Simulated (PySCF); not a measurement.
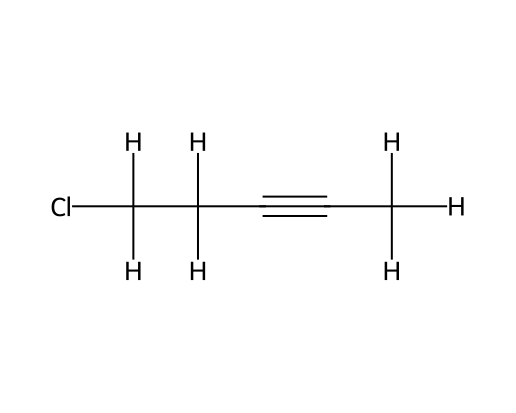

A structural formula.

> Give its SMILES.

CC#CCCCl

> What is the molecular formula?

C5H7Cl.

More results for the same structure follow; atom numbers are the same in all pictures, views and colours differ. The computed structure is the end point of a GFN2-xTB optimisation. No frequency run is at hand to confirm it as a minimum.

**Geometry**

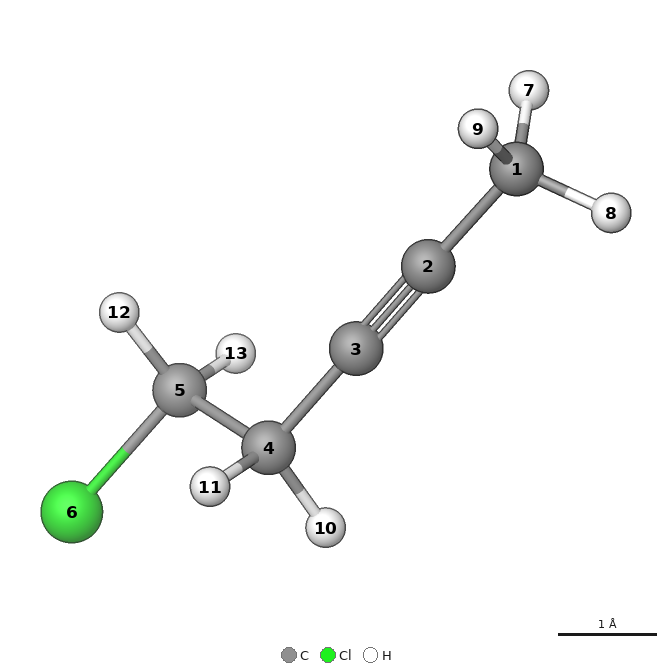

Numbered structure. No frequency run is at hand to confirm it as a minimum.

> How are the neighbours of atom 2 arranged?

C2 has 2 neighbours (C1 at 1.45, C3 at 1.20 Å); the arrangement is linear.

> How are the neighbours of atom 4 arranged?

C4 has 4 neighbours (C3 at 1.45, C5 at 1.52, H10 at 1.09, H11 at 1.09 Å); the arrangement is tetrahedral.

> What is the geometry at C1?

C1 has 4 neighbours (C2 at 1.45, H7 at 1.09, H8 at 1.09, H9 at 1.09 Å); the arrangement is tetrahedral.

> Describe the coordination of atom 3.

C3 has 2 neighbours (C2 at 1.20, C4 at 1.45 Å); the arrangement is linear.

> Which bond is the longest?

C5–Cl6, 1.787 Å.

> What is the dihedral angle C3–C4–C5–Cl6?

180° in size, that is anti.

**Dipole moment**

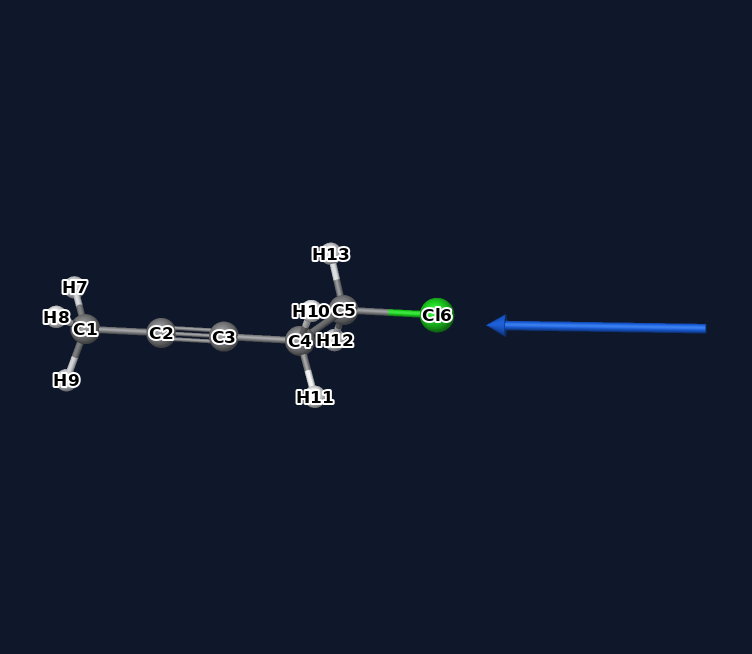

The arrow beside the molecule shows the direction of the dipole moment, from the negative to the positive end (its length means nothing). No frequency run is at hand to confirm it as a minimum. Method: CAM-B3LYP/def2-SVPD, gas phase (PySCF 2.14.0).

> Estimate the dipole moment.

2.49 D; it points from the side of Cl6 to the side of H7, H8, H9 (the outermost atoms at the two ends).

**Excitation**

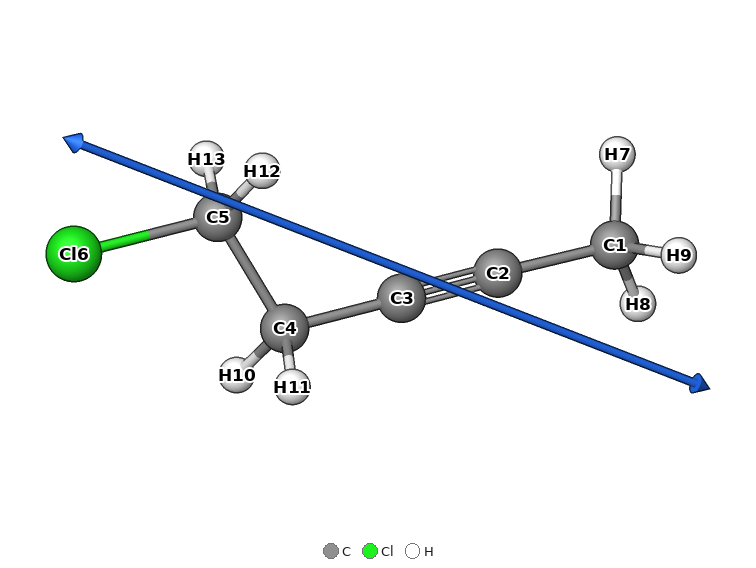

The double arrow shows the direction of the transition dipole to excited singlet state 2 (its length means nothing). No frequency run is at hand to confirm it as a minimum. Method: TDDFT CAM-B3LYP/def2-SVPD, vertical, gas phase, core orbitals frozen in the response (PySCF 2.14.0).

> Where does the transition lie, and how strong is it?

6.80 eV (182 nm), oscillator strength 0.028, of mixed character, with the largest part HOMO−1 → LUMO (weight 0.45); transition dipole 1.05 D.

**Polarisability**

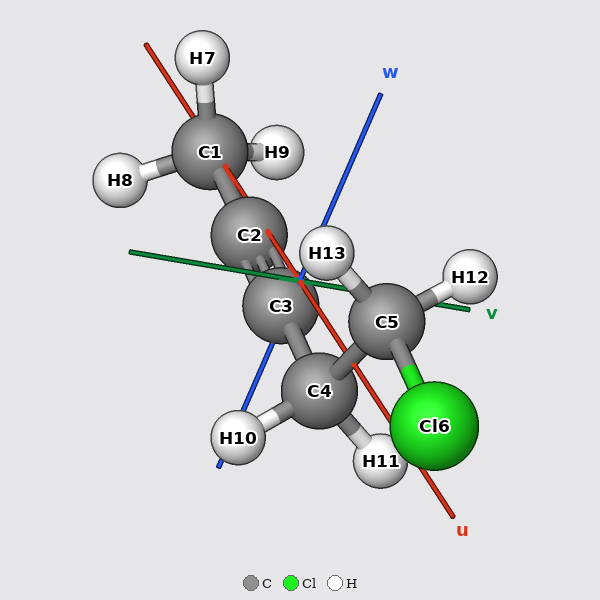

The lines u, v and w are the principal axes of the static dipole polarisability. No frequency run is at hand to confirm it as a minimum. Computed with CAM-B3LYP/def2-SVPD (PySCF 2.14.0).

> Along which axis is the molecule most polarisable, and along which least?

Most along u (nearly parallel to the C1–C2 bond), least along v.

> Give the three principal values.

u 110.2, v 56.3, w 59.4 bohr³; mean 75.3, anisotropy 52.5 bohr³.
